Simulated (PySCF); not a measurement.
**B2SiPH7 (SMILES BP(B)[SiH3]) at 6 levels**

Aim: a comparison of 6 runs (HF/3-21G, HF/def2-SVP, B3LYP/6-31G*, PBE0/def2-SVP, PBE/6-311+G**, BP86/aug-cc-pVDZ) of B2SiPH7. Input form: a Python script.

Program for the calculation: PySCF 2.14.0.

## 1. The molecule

B2SiPH7: 11 atoms, total charge 0, spin state singlet. As SMILES, `BP(B)[SiH3]`. The coordinates come from a GFN2-xTB relaxation.

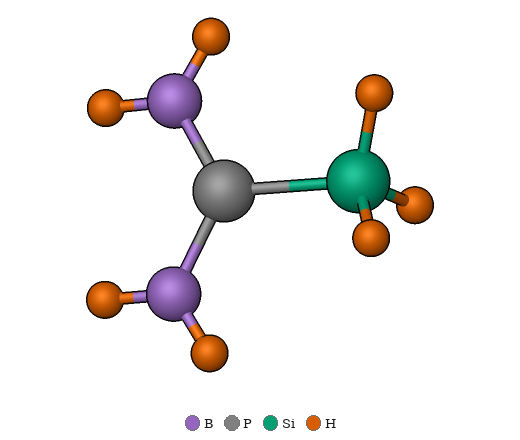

Viewed from a chosen angle; boron purple, phosphorus grey, silicon teal, hydrogen orange.

## 2. Energy and forces at HF/3-21G (run 1)

Contents of input.py:

```python
import pyscf.grad
from pyscf import gto

system = gto.Mole()
system.atom = '''
B     -0.774450     1.798550     0.383910
P      0.128510     0.235810     0.256110
B      0.859160    -0.518350     1.730200
Si    -0.048550    -0.962780    -1.604120
H     -1.346620     2.214550    -0.547640
H     -0.762020     2.382770     1.396690
H      1.332800    -1.585460     1.661480
H      0.860710     0.081020     2.734050
H      1.177510    -1.745420    -1.767470
H     -1.204400    -1.863890    -1.519740
H     -0.222650    -0.036790    -2.723470
'''
system.max_memory = 1860
system.charge = 0
system.basis = '3-21g'
system.spin = 0
system.verbose = 4
system.build()

mf = system.RHF()
mf.conv_tol = 1e-10
mf.kernel()
if not mf.converged:
    mf = mf.newton().run(mf.mo_coeff, mf.mo_occ)

e_tot = mf.e_tot
print('E = %.10f Eh' % e_tot)
grad = mf.Gradients().kernel()
mf.analyze()
```

Run with:

```sh
$ OMP_NUM_THREADS=1 python input.py
```

The program printed:

```text
PySCF version 2.14.0

[... 82 lines left out ...]
Two-electron Energy =                  437.904672855741921
[... 13 lines left out ...]
MO #10  energy= -4.22090679568684  occ= 2
[... 11 lines left out ...]
MO #22  energy= -0.426895712336413 occ= 2
[... 11 lines left out ...]
MO #34  energy= 0.400688234350191  occ= 0
[... 11 lines left out ...]
MO #46  energy= 0.760170747896142  occ= 0
[... 11 lines left out ...]
MO #58  energy= 1.49660995389678   occ= 0
[... 72 lines left out ...]
Dipole moment(X, Y, Z, Debye): -0.22031, -0.58459, -0.72752
```

Run time: 4.5 s. Hardware: 1 thread of Intel Xeon at 2.70GHz, shared host; peak memory 0.13 GiB.

## 3. Energy and gradient at HF/def2-SVP (run 2)

Contents of input.py:

```python
# BP(B)[SiH3]
import pyscf.grad
from pyscf import gto

mol = gto.Mole()
mol.atom = '''
B       -0.774450       1.798550       0.383910
P        0.128510       0.235810       0.256110
B        0.859160      -0.518350       1.730200
Si      -0.048550      -0.962780      -1.604120
H       -1.346620       2.214550      -0.547640
H       -0.762020       2.382770       1.396690
H        1.332800      -1.585460       1.661480
H        0.860710       0.081020       2.734050
H        1.177510      -1.745420      -1.767470
H       -1.204400      -1.863890      -1.519740
H       -0.222650      -0.036790      -2.723470
'''
mol.basis = 'def2-svp'
mol.verbose = 3
mol.max_memory = 1860
mol.build()

myscf = mol.RHF()
myscf.conv_tol = 1e-10
myscf.kernel()
if not myscf.converged:
    myscf = myscf.newton().run(myscf.mo_coeff, myscf.mo_occ)

etot = myscf.e_tot
print(f'total energy: {etot:.8f} hartree')
grad = myscf.Gradients().kernel()
myscf.analyze()
```

Run with:

```sh
$ OMP_NUM_THREADS=1 python input.py
```

The program printed:

```text
converged SCF energy = -682.855977702951
[... 23 lines left out ...]
MO #14  energy= -0.732181208618151 occ= 2
[... 16 lines left out ...]
MO #31  energy= 0.263493345354957  occ= 0
[... 16 lines left out ...]
MO #48  energy= 0.636895368143365  occ= 0
[... 16 lines left out ...]
MO #65  energy= 1.1618868340892    occ= 0
[... 16 lines left out ...]
MO #82  energy= 1.9238326373988    occ= 0
[... 16 lines left out ...]
MO #99  energy= 3.01190323408957   occ= 0
[... 12 lines left out ...]
Dipole moment(X, Y, Z, Debye): -0.08528, -0.48412, -0.71714
```

Run time: 13 s. Hardware: 1 thread of Intel Xeon at 2.70GHz, shared host; peak memory 0.21 GiB.

Runs 3 to 5 aren't shown in full; the table further down has their settings and results.

## 4. Energy and gradient at BP86/aug-cc-pVDZ (run 6)

Contents of run.py:

```python
import pyscf.grad
from pyscf import gto, dft

mol = gto.M(
    atom='''
B     -1.463498     3.398767     0.725485
P      0.242849     0.445616     0.483978
B      1.623577    -0.979540     3.269604
Si    -0.091746    -1.819391    -3.031347
H     -2.544743     4.184893    -1.034890
H     -1.440009     4.502783     2.639362
H      2.518627    -2.996085     3.139742
H      1.626506     0.153106     5.166606
H      2.225171    -3.298366    -3.340034
H     -2.275986    -3.522242    -2.871892
H     -0.420748    -0.069523    -5.146612
''',
    charge=0,
    verbose=4,
    unit='bohr',
    basis='aug-cc-pvdz',
    max_memory=1860,
)

mf = dft.RKS(mol)
mf.xc = 'bp86'
mf.grids.level = 5
mf.conv_tol = 1e-10
mf.kernel()
if not mf.converged:
    mf = mf.newton().run(mf.mo_coeff, mf.mo_occ)

etot = mf.e_tot
print('E = %.10f Eh' % etot)
grad = mf.Gradients().kernel()
mf.analyze()
```

Run with:

```sh
$ OMP_NUM_THREADS=1 python run.py
```

The program printed:

```text
PySCF version 2.14.0

[... 122 lines left out ...]
MO #18  energy= -0.343770585258728 occ= 2
[... 28 lines left out ...]
MO #47  energy= 0.0962048181817452 occ= 0
[... 28 lines left out ...]
MO #76  energy= 0.338375591706403  occ= 0
[... 28 lines left out ...]
MO #105 energy= 0.602621648002252  occ= 0
[... 28 lines left out ...]
MO #134 energy= 1.15099657581468   occ= 0
[... 28 lines left out ...]
MO #163 energy= 2.46115249177298   occ= 0
[... 177 lines left out ...]
Dipole moment(X, Y, Z, Debye): -0.04875, -0.65872, -1.05923
```

Run time: 2.1 min. Hardware: 1 thread of Intel Xeon at 2.70GHz, shared host; peak memory 2.1 GiB.

## 5. Overview of the runs

```
run                               level  integration grid  energy (Eh)  dipole moment (D)  HOMO energy (eV)  LUMO energy (eV)  wall time
  1                            HF/3-21G                 –  -679.513299               0.96             -9.47              1.58      4.5 s
  2                         HF/def2-SVP                 –  -682.855978               0.87             -9.35              1.33       13 s
  3  B3LYP/6-31G* (spherical functions)                 5  -684.735735               1.11             -7.10             -2.11       38 s
  4                       PBE0/def2-SVP                 5  -684.152668               1.16             -7.49             -2.27       51 s
  5                       PBE/6-311+G**                 5  -684.335709               1.30             -6.64             -3.23       96 s
  6                    BP86/aug-cc-pVDZ                 5  -684.775038               1.25             -6.71             -3.31    2.1 min
```

## 6. Outcome

| quantity | value |
| --- | --- |
| run 6: total energy | -684.77504 Eh |
| run 6: dipole moment | 1.25 D |
| run 6: HOMO energy | -6.71 eV |
| run 6: LUMO energy | -3.31 eV |
| run 6: HOMO–LUMO gap | 3.40 eV |
| run 6: largest force on an atom | 0.974 eV/Å |

In words: The dipole moment (its size) runs from 0.87 D (HF/def2-SVP) to 1.30 D (PBE/6-311+G**). The two ends differ in method and basis. The HOMO–LUMO gap runs from 3.40 eV (BP86/aug-cc-pVDZ) to 11.05 eV (HF/3-21G). Totals of different functionals can't be ranked against each other. All runs together took 5.5 min, the longest 2.1 min.
